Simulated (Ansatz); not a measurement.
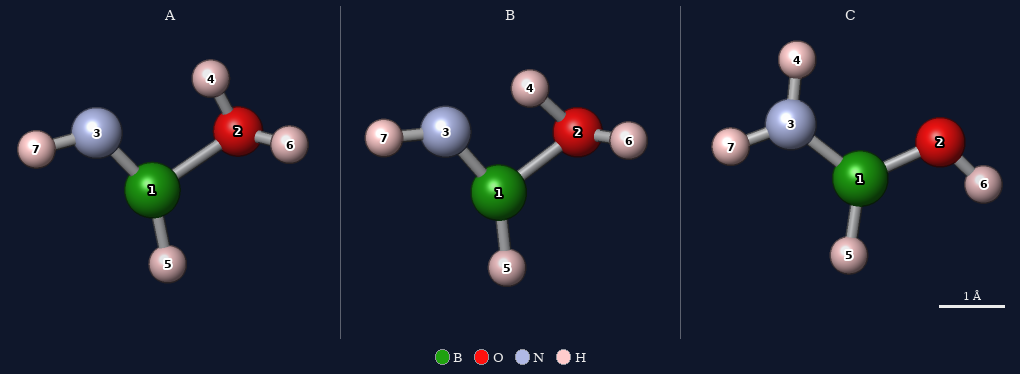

Three geometries of BNH$_{4}$O: a saddle point and the two minima that it joins, in shuffled order. A ball-and-stick model, seen at a tilt. Sticks join atoms that are closer than about 1.2 times the sum of their covalent radii (a little more with hydrogen).

Stationary points at PBE0-D4/def2-TZVP, single-point energies with CCSD(T)/CBS, r2SCAN-D4, B3LYP-D4, B97M-V (def2-TZVPP where no basis is named; Ansatz 0.2.0). The energies are electronic, without zero-point or thermal terms, and both ends are the minima reached downhill from the saddle, with any fragments still in contact. CCSD(T)/CBS stands for a frozen-core estimate: MP2 correlation extrapolated from def2-TZVPP and def2-QZVPP, CCSD(T) minus MP2 from the smaller set.

**Identify the saddle point and describe the reaction.**

Frame B is the saddle point. From C over the saddle to A, a bond forms: O2–H4 (2.62 → 1.10 → 0.98 Å). A bond breaks: N3–H4 (1.01 → 1.51 → 2.02 Å). Bonds that stay but change much: B1–O2 (1.37 → 1.58 → 1.65 Å). The saddle has one imaginary mode, 939i cm⁻¹. With CCSD(T)/CBS the barrier is 2.92 eV from C and 0.16 eV from A, and A lies 2.76 eV above C.

```csv
level,barrier from C (eV),barrier from A (eV),A less C (eV)
CCSD(T)/CBS,2.92,0.16,2.76
r2SCAN-D4,2.86,0.09,2.77
B3LYP-D4,2.92,0.14,2.78
B97M-V,2.98,0.19,2.79
```

Against CCSD(T)/CBS, B3LYP-D4 comes closest on the barrier from C (+0.01 eV) and B97M-V misses most (+0.06 eV).
